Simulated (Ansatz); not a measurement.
# CH6NSi+ (SMILES N[CH+][SiH3]): energies and forces away from the minimum, part 2 of 3

Ansatz 0.2.0, Gaussian basis. The steps go on from the part before.

**4. Structure 1, width 0.04 Å**

The input, pbe-tzvpp/in.yaml:

```yaml
crystal:
  periodic: [false, false, false]
  atoms:
    - {symbol: N, position_ang: [-0.772743, 0.752115, -1.048145]}
    - {symbol: C, position_ang: [0.032052, 0.696928, -0.036810]}
    - {symbol: Si, position_ang: [0.599328, -0.961951, 0.817708]}
    - {symbol: H, position_ang: [-1.163204, -0.149309, -1.461003]}
    - {symbol: H, position_ang: [-1.073760, 1.663644, -1.454575]}
    - {symbol: H, position_ang: [0.418680, 1.688467, 0.288435]}
    - {symbol: H, position_ang: [2.034934, -0.961958, 0.622722]}
    - {symbol: H, position_ang: [-0.123114, -1.951410, 0.073688]}
    - {symbol: H, position_ang: [0.150568, -0.798258, 2.246191]}
basis:
  gaussian: {orbitals: def2-TZVPP}
total_charge: 1
hamiltonian: {xc: pbe, dispersion: d4}
output: {forces: true}
```

r2scan-tzvpp/in.yaml differs from pbe-tzvpp/in.yaml so:

```diff
-hamiltonian: {xc: pbe, dispersion: d4}
+hamiltonian: {xc: r2scan, dispersion: d4}
```

pbe0-tzvpp/in.yaml:

```diff
-hamiltonian: {xc: pbe, dispersion: d4}
-output: {forces: true}
+hamiltonian: {xc: pbe0, dispersion: d4}
+output: {forces: true, orbitals: {seedname: orbitals}}
```

wb97mv-tzvpp/in.yaml:

```diff
-hamiltonian: {xc: pbe, dispersion: d4}
+hamiltonian: {xc: {name: wB97M-V}}
```

ccsdt-tzvpp/in.yaml:

```diff
-hamiltonian: {xc: pbe, dispersion: d4}
+correlation: {method: ccsd_t}
```

One command serves all of them, each in its own folder.

Command:

```bash
ansatz run in.yaml --threads 2 --pin off --events-out ev --progress --plain --max-ram 4352MiB
```

Log of pbe-tzvpp, shortened:

```text
Functional definition: PBE
  name "PBE"
  cite "Perdew, Burke & Ernzerhof, Phys. Rev. Lett. 77, 3865 (1996) doi:10.1103/PhysRevLett.77.3865"
  parent pbe
[...]
977 factors; their error is unknown
[...]
mean field -10488.39915291 eV, -385.4415595772 hartree, gradient 9.2e-6 eV, S^2 0.000000; 0 other end points of the search recorded, 0 dependent functions left out
[...]
Atom 5 at     0.418680     1.688467     0.288435 Å, force    -0.236341    -0.420462    -0.005442 eV/Å
Atom 6 at     2.034934    -0.961958     0.622722 Å, force     0.721328    -0.025220    -0.049971 eV/Å
Atom 7 at    -0.123114    -1.951410     0.073688 Å, force    -0.497721    -0.817912    -0.515860 eV/Å
Atom 8 at     0.150568    -0.798258     2.246191 Å, force     0.129095    -0.033865    -0.301707 eV/Å
Dipole moment:    -0.337217     0.458409    -0.464285 e Å
```

r2scan-tzvpp printed, shortened:

```text
[... 5 set-up lines as earlier in the session ...]
[...]
977 factors; their error is unknown
[...]
Atom 5 at     0.418680     1.688467     0.288435 Å, force    -0.334713    -0.622094    -0.083626 eV/Å
Atom 6 at     2.034934    -0.961958     0.622722 Å, force     0.523761    -0.029420    -0.022258 eV/Å
Atom 7 at    -0.123114    -1.951410     0.073688 Å, force    -0.396344    -0.687279    -0.412605 eV/Å
Atom 8 at     0.150568    -0.798258     2.246191 Å, force     0.191652    -0.058816    -0.497169 eV/Å
Dipole moment:    -0.336741     0.465995    -0.465564 e Å
```

pbe0-tzvpp printed, shortened:

```text
[... 5 set-up lines as earlier in the session ...]
[...]
980 factors; their error is unknown
[...]
mean field -10489.41989057 eV, -385.4790709942 hartree, gradient 1.7e-5 eV, S^2 0.000000; 0 other end points of the search recorded, 0 dependent functions left out
[...]
Atom 5 at     0.418680     1.688467     0.288435 Å, force    -0.337163    -0.642661    -0.083726 eV/Å
Atom 6 at     2.034934    -0.961958     0.622722 Å, force     0.546821    -0.029220    -0.037079 eV/Å
Atom 7 at    -0.123114    -1.951410     0.073688 Å, force    -0.420726    -0.707995    -0.438721 eV/Å
Atom 8 at     0.150568    -0.798258     2.246191 Å, force     0.177620    -0.056965    -0.486077 eV/Å
Dipole moment:    -0.337295     0.470368    -0.466532 e Å
```

wb97mv-tzvpp printed:

```text
[... 5 set-up lines as earlier in the session ...]
  # Of w^i u^j: cxij and so on, Table III.
  parameter omega = 0.3/bohr
  parameter cx = 0.15
  parameter cx01 = 1.007
  parameter cx10 = 0.259
  parameter css00 = 0.443
  parameter css04 = -1.437
  parameter css10 = -4.535
  parameter css20 = -3.390
  parameter css43 = 4.278
  parameter cos00 = 1.000
  parameter cos10 = 1.358
  parameter cos20 = 2.924
  parameter cos21 = -8.812
  parameter cos60 = -1.390
  parameter cos61 = 9.142
  parameter b = 6.0
  parameter c = 0.01
  gx(w, u) = 1 - cx + cx01*u + cx10*w
  gss(w, u) = css00 + css04*u^4 + css10*w + css20*w^2 + css43*w^4*u^3
  gos(w, u) = cos00 + cos10*w + (cos20 + cos21*u)*w^2 + (cos60 + cos61*u)*w^6
  exchange = spin_sum(e_x_unif_sr(omega)*gx(b97_w, b97_u_x)) + cx*exact_x_sr(omega) + exact_x_lr(omega)
  correlation = spin_sum(e_c_pw_mod_same_spin*gss(b97_w, b97_u_same))
      + integral(e_c_pw_mod_opposite_spin*gos(b97_w_opposite, b97_u_opposite)) + vv10(b, c)
980 factors; their error is unknown
247 factors; integrals over basis functions are off by at most 1.3e-5 eV
mean field evaluation 1: about -10488.2448 eV, gradient 5.4e1 eV
mean field evaluation 2: about -10489.6332 eV, gradient 4.7e1 eV
mean field evaluation 4: about -10493.9136 eV, gradient 2.7e0 eV
mean field evaluation 8: about -10493.9393 eV, gradient 1.0e-1 eV
mean field evaluation 16: about -10493.9396 eV, gradient 8.3e-5 eV
mean field -10493.93960528 eV, -385.6451674462 hartree, gradient 8.3e-5 eV, S^2 0.000000; 0 other end points of the search recorded, 0 dependent functions left out
the calculation of the forces begins
reference -10493.93965294 eV, -385.6451691977 hartree; 16, 16 occupied and 172, 172 virtual orbitals, 980 factors
Total energy: -10493.93965294 eV, -385.6451691977 hartree
Atom 0 at    -0.772743     0.752115    -1.048145 Å, force    -0.297989    -0.771034    -0.068774 eV/Å
Atom 1 at     0.032052     0.696928    -0.036810 Å, force    -0.026882     0.591391    -0.477419 eV/Å
Atom 2 at     0.599328    -0.961951     0.817708 Å, force    -0.335207     0.882650     0.881062 eV/Å
Atom 3 at    -1.163204    -0.149309    -1.461003 Å, force     0.518251     1.737226     0.611698 eV/Å
Atom 4 at    -1.073760     1.663644    -1.454575 Å, force     0.284594    -1.080101     0.228941 eV/Å
Atom 5 at     0.418680     1.688467     0.288435 Å, force    -0.373483    -0.690891    -0.120285 eV/Å
Atom 6 at     2.034934    -0.961958     0.622722 Å, force     0.331858    -0.029595    -0.017193 eV/Å
Atom 7 at    -0.123114    -1.951410     0.073688 Å, force    -0.332892    -0.560700    -0.351353 eV/Å
Atom 8 at     0.150568    -0.798258     2.246191 Å, force     0.231750    -0.078945    -0.686677 eV/Å
Dipole moment:    -0.339121     0.474324    -0.471793 e Å
```

ccsdt-tzvpp printed, shortened:

```text
[... 4 set-up lines as earlier in the session ...]
[...]
1082 factors; integrals over basis functions are off by at most 9.1e-4 eV
[...]
mean field -10463.75641538 eV, -384.5359556764 hartree, gradient 2.4e-6 eV, S^2 0.000000; 0 other end points of the search recorded, 0 dependent functions left out
[...]
Atom 5 at     0.418680     1.688467     0.288435 Å, force    -0.367665    -0.655240    -0.119214 eV/Å
Atom 6 at     2.034934    -0.961958     0.622722 Å, force     0.423964    -0.054436    -0.021312 eV/Å
Atom 7 at    -0.123114    -1.951410     0.073688 Å, force    -0.373802    -0.636131    -0.393053 eV/Å
Atom 8 at     0.150568    -0.798258     2.246191 Å, force     0.211698    -0.092294    -0.600461 eV/Å
Dipole moment:    -0.361317     0.486381    -0.499701 e Å
```

They took 1.9 s (pbe-tzvpp), 3.5 s (r2scan-tzvpp), 2.7 s (pbe0-tzvpp), 8 s (wb97mv-tzvpp), 2.7 min (ccsdt-tzvpp) on 2 threads of Arm Neoverse V2, shared host; peak memory 3.6 GiB.

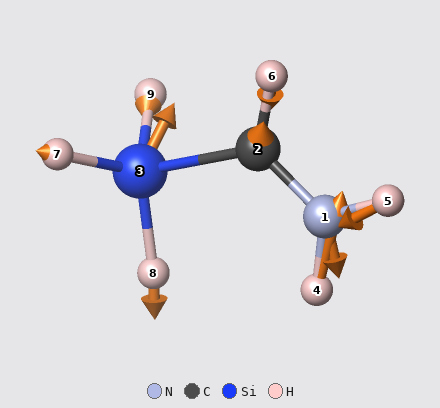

Forces at CCSD(T); the longest arrow is 1.88 eV/Å.

```csv
method,RMS force component (eV/Å),RMS error against CCSD(T) (eV/Å),angle to CCSD(T) forces (°)
PBE-D4,0.536,0.190,17.5
r2SCAN-D4,0.586,0.135,12.7
PBE0-D4,0.610,0.201,18.9
wB97M-V,0.600,0.164,15.5
CCSD(T),0.612,reference,reference
```

**5. Structure 2, width 0.04 Å**

The input, pbe-tzvpp/in.yaml:

```yaml
crystal:
  periodic: [false, false, false]
  atoms:
    - {symbol: N, position_ang: [-0.760946, 0.751085, -1.051636]}
    - {symbol: C, position_ang: [0.030119, 0.701182, -0.020300]}
    - {symbol: Si, position_ang: [0.591146, -0.948782, 0.791231]}
    - {symbol: H, position_ang: [-1.149326, -0.078007, -1.416583]}
    - {symbol: H, position_ang: [-1.061467, 1.616012, -1.502031]}
    - {symbol: H, position_ang: [0.363454, 1.690254, 0.234442]}
    - {symbol: H, position_ang: [2.086342, -0.927016, 0.732440]}
    - {symbol: H, position_ang: [-0.157140, -1.974390, 0.075325]}
    - {symbol: H, position_ang: [0.111609, -0.757856, 2.201633]}
basis:
  gaussian: {orbitals: def2-TZVPP}
total_charge: 1
hamiltonian: {xc: pbe, dispersion: d4}
output: {forces: true}
```

r2scan-tzvpp/in.yaml differs from pbe-tzvpp/in.yaml so:

```diff
-hamiltonian: {xc: pbe, dispersion: d4}
+hamiltonian: {xc: r2scan, dispersion: d4}
```

pbe0-tzvpp/in.yaml:

```diff
-hamiltonian: {xc: pbe, dispersion: d4}
-output: {forces: true}
+hamiltonian: {xc: pbe0, dispersion: d4}
+output: {forces: true, orbitals: {seedname: orbitals}}
```

wb97mv-tzvpp/in.yaml:

```diff
-hamiltonian: {xc: pbe, dispersion: d4}
+hamiltonian: {xc: {name: wB97M-V}}
```

ccsdt-tzvpp/in.yaml:

```diff
-hamiltonian: {xc: pbe, dispersion: d4}
+correlation: {method: ccsd_t}
```

The same command starts each run, in its folder.

Command:

```bash
ansatz run in.yaml --threads 2 --pin off --events-out ev --progress --plain --max-ram 4352MiB
```

Log of pbe-tzvpp:

```text
[... 4 set-up lines as earlier in the session ...]
  parameter kappa = 0.804
  parameter beta = 0.06672455060314922
  exchange = pbe_x(kappa = kappa, mu = beta*pi^2/3)
  correlation = pbe_c(beta = beta)
977 factors; their error is unknown
mean field evaluation 1: about -10471.6666 eV, gradient 8.9e1 eV
mean field evaluation 2: about -10428.1522 eV, gradient 1.5e2 eV
mean field evaluation 4: about -10485.7068 eV, gradient 3.5e1 eV
mean field evaluation 8: about -10488.4222 eV, gradient 1.5e-1 eV
mean field evaluation 16: about -10488.3972 eV, gradient 1.0e-3 eV
mean field -10488.39717425 eV, -385.4414868629 hartree, gradient 3.5e-5 eV, S^2 0.000000; 0 other end points of the search recorded, 0 dependent functions left out
the calculation of the forces begins
reference -10488.39721479 eV, -385.4414883527 hartree; 16, 16 occupied and 172, 172 virtual orbitals, 977 factors
Total energy: -10488.50902804 eV, -385.4455974137 hartree
Atom 0 at    -0.760946     0.751085    -1.051636 Å, force     0.677965     0.802457     1.096455 eV/Å
Atom 1 at     0.030119     0.701182    -0.020300 Å, force    -0.382398    -0.186881    -1.196254 eV/Å
Atom 2 at     0.591146    -0.948782     0.791231 Å, force     0.179944     0.648858     0.896016 eV/Å
Atom 3 at    -1.149326    -0.078007    -1.416583 Å, force    -0.739880    -1.472920    -0.783379 eV/Å
Atom 4 at    -1.061467     1.616012    -1.502031 Å, force     0.053768     0.212708     0.005563 eV/Å
Atom 5 at     0.363454     1.690254     0.234442 Å, force     0.455030     0.562983     0.674188 eV/Å
Atom 6 at     2.086342    -0.927016     0.732440 Å, force    -0.184278    -0.070673    -0.157934 eV/Å
Atom 7 at    -0.157140    -1.974390     0.075325 Å, force    -0.123051    -0.424311    -0.356510 eV/Å
Atom 8 at     0.111609    -0.757856     2.201633 Å, force     0.062900    -0.072222    -0.178146 eV/Å
Dipole moment:    -0.320835     0.445205    -0.483575 e Å
```

Output in r2scan-tzvpp:

```text
[... 5 set-up lines as earlier in the session ...]
  parameter k0 = 0.174
  parameter k1 = 0.065
  parameter a1 = 4.9479
  exchange = r2scan_x(k0 = k0, k1 = k1, a1 = a1)
  correlation = r2scan_c
977 factors; their error is unknown
mean field evaluation 1: about -10480.8986 eV, gradient 7.8e1 eV
mean field evaluation 2: about -10462.2160 eV, gradient 1.1e2 eV
mean field evaluation 4: about -10492.7663 eV, gradient 2.0e1 eV
mean field evaluation 8: about -10493.6088 eV, gradient 3.7e-1 eV
mean field evaluation 16: about -10493.6089 eV, gradient 3.7e-5 eV
mean field -10493.60892891 eV, -385.6330153139 hartree, gradient 3.8e-5 eV, S^2 0.000000; 0 other end points of the search recorded, 0 dependent functions left out
the calculation of the forces begins
reference -10493.60894088 eV, -385.6330157537 hartree; 16, 16 occupied and 172, 172 virtual orbitals, 977 factors
Total energy: -10493.63533989 eV, -385.6339858994 hartree
Atom 0 at    -0.760946     0.751085    -1.051636 Å, force     0.706145     0.750673     1.170574 eV/Å
Atom 1 at     0.030119     0.701182    -0.020300 Å, force    -0.537967    -0.020283    -1.473570 eV/Å
Atom 2 at     0.591146    -0.948782     0.791231 Å, force     0.166506     0.647142     0.958761 eV/Å
Atom 3 at    -1.149326    -0.078007    -1.416583 Å, force    -0.598316    -1.191204    -0.645322 eV/Å
Atom 4 at    -1.061467     1.616012    -1.502031 Å, force     0.165813    -0.059844     0.169811 eV/Å
Atom 5 at     0.363454     1.690254     0.234442 Å, force     0.374381     0.342679     0.621729 eV/Å
Atom 6 at     2.086342    -0.927016     0.732440 Å, force    -0.390834    -0.080674    -0.164239 eV/Å
Atom 7 at    -0.157140    -1.974390     0.075325 Å, force    -0.011855    -0.284803    -0.266618 eV/Å
Atom 8 at     0.111609    -0.757856     2.201633 Å, force     0.126127    -0.103686    -0.371126 eV/Å
Dipole moment:    -0.320892     0.454572    -0.486942 e Å
```

Log of pbe0-tzvpp, shortened:

```text
[... 5 set-up lines as earlier in the session ...]
[...]
980 factors; their error is unknown
[...]
mean field -10489.44786418 eV, -385.4800990054 hartree, gradient 1.5e-5 eV, S^2 0.000000; 0 other end points of the search recorded, 0 dependent functions left out
[...]
Atom 5 at     0.363454     1.690254     0.234442 Å, force     0.374223     0.340362     0.626317 eV/Å
Atom 6 at     2.086342    -0.927016     0.732440 Å, force    -0.376634    -0.079951    -0.180376 eV/Å
Atom 7 at    -0.157140    -1.974390     0.075325 Å, force    -0.034976    -0.301996    -0.291833 eV/Å
Atom 8 at     0.111609    -0.757856     2.201633 Å, force     0.111520    -0.102053    -0.363606 eV/Å
Dipole moment:    -0.322307     0.461261    -0.489705 e Å
```

Output in wb97mv-tzvpp, shortened:

```text
[... 5 set-up lines as earlier in the session ...]
  # Of w^i u^j: cxij and so on, Table III.
[...]
  gx(w, u) = 1 - cx + cx01*u + cx10*w
[...]
Atom 5 at     0.363454     1.690254     0.234442 Å, force     0.333706     0.276475     0.590145 eV/Å
Atom 6 at     2.086342    -0.927016     0.732440 Å, force    -0.590297    -0.084085    -0.188843 eV/Å
Atom 7 at    -0.157140    -1.974390     0.075325 Å, force     0.055842    -0.150896    -0.214153 eV/Å
Atom 8 at     0.111609    -0.757856     2.201633 Å, force     0.169145    -0.130060    -0.564386 eV/Å
Dipole moment:    -0.326144     0.469005    -0.498776 e Å
```

Output in ccsdt-tzvpp:

```text
[... 4 set-up lines as earlier in the session ...]
  exchange = exact_x
  correlation = 0
1079 factors; integrals over basis functions are off by at most 9.5e-4 eV
mean field evaluation 1: about -10460.0610 eV, gradient 3.9e1 eV
mean field evaluation 2: about -10460.0649 eV, gradient 3.9e1 eV
mean field evaluation 4: about -10463.7731 eV, gradient 3.7e0 eV
mean field evaluation 8: about -10463.8303 eV, gradient 4.2e-4 eV
mean field evaluation 16: about -10463.8273 eV, gradient 2.1e-1 eV
mean field -10463.83032654 eV, -384.5386718615 hartree, gradient 1.8e-6 eV, S^2 0.000000; 0 other end points of the search recorded, 0 dependent functions left out
7 core orbitals not correlated: weight in the atoms' cores, before any rotation towards them, 1.000 or more for the frozen orbitals, at most 0.000 for the correlated occupied ones
reference -10463.83032654 eV, -384.5386718615 hartree; 9, 9 occupied and 172, 172 virtual orbitals, 1079 factors
second order -12.99301754 eV of doubles, -0.00000000 eV of singles
cycle   1  -13.63261515 eV  change   -6.4e-1 eV  update   8.8e-2
cycle   2  -14.04919002 eV  change   -4.2e-1 eV  update   2.8e-2
cycle   3  -14.13868756 eV  change   -8.9e-2 eV  update   1.6e-2
cycle   4  -14.12769000 eV  change    1.1e-2 eV  update   5.1e-3
cycle   5  -14.12914583 eV  change   -1.5e-3 eV  update   2.1e-3
cycle   6  -14.12898855 eV  change    1.6e-4 eV  update   5.1e-4
cycle   7  -14.12884793 eV  change    1.4e-4 eV  update   1.5e-4
cycle   8  -14.12886951 eV  change   -2.2e-5 eV  update   5.9e-5
cycle   9  -14.12887834 eV  change   -8.8e-6 eV  update   1.5e-5
cycle  10  -14.12886935 eV  change    9.0e-6 eV  update   6.9e-6
perturbative correction -0.53996786 eV, -0.0198434528 hartree
the calculation of the forces begins
working
working
Total energy: -10478.49916375 eV, -385.0777416859 hartree
Atom 0 at    -0.760946     0.751085    -1.051636 Å, force     0.486609     0.778037     0.880001 eV/Å
Atom 1 at     0.030119     0.701182    -0.020300 Å, force    -0.429463     0.259223    -1.352838 eV/Å
Atom 2 at     0.591146    -0.948782     0.791231 Å, force     0.327000     0.403334     1.240281 eV/Å
Atom 3 at    -1.149326    -0.078007    -1.416583 Å, force    -0.583552    -1.194842    -0.625923 eV/Å
Atom 4 at    -1.061467     1.616012    -1.502031 Å, force     0.190636    -0.075290     0.193977 eV/Å
Atom 5 at     0.363454     1.690254     0.234442 Å, force     0.345165     0.309619     0.595111 eV/Å
Atom 6 at     2.086342    -0.927016     0.732440 Å, force    -0.500689    -0.109550    -0.193304 eV/Å
Atom 7 at    -0.157140    -1.974390     0.075325 Å, force     0.016754    -0.224616    -0.257903 eV/Å
Atom 8 at     0.111609    -0.757856     2.201633 Å, force     0.147541    -0.145916    -0.479401 eV/Å
Dipole moment:    -0.347923     0.481436    -0.528672 e Å
```

Times: 1.9 s (pbe-tzvpp), 3.5 s (r2scan-tzvpp), 2.7 s (pbe0-tzvpp), 8 s (wb97mv-tzvpp), 2.7 min (ccsdt-tzvpp) on 2 threads of Arm Neoverse V2, shared host; peak memory 3.6 GiB.

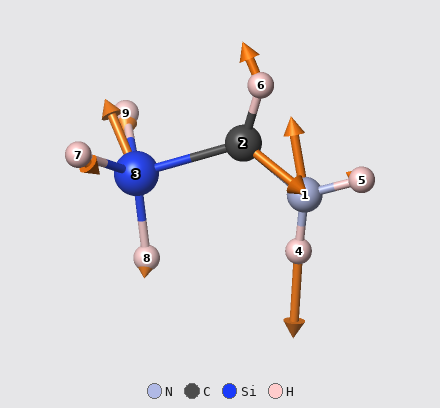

Forces at CCSD(T); the longest arrow is 1.47 eV/Å.

```csv
method,RMS force component (eV/Å),RMS error against CCSD(T) (eV/Å),angle to CCSD(T) forces (°)
PBE-D4,0.607,0.205,19.7
r2SCAN-D4,0.598,0.128,12.3
PBE0-D4,0.669,0.191,15.5
wB97M-V,0.667,0.154,11.6
CCSD(T),0.578,reference,reference
```

[end of part 2 of 3]
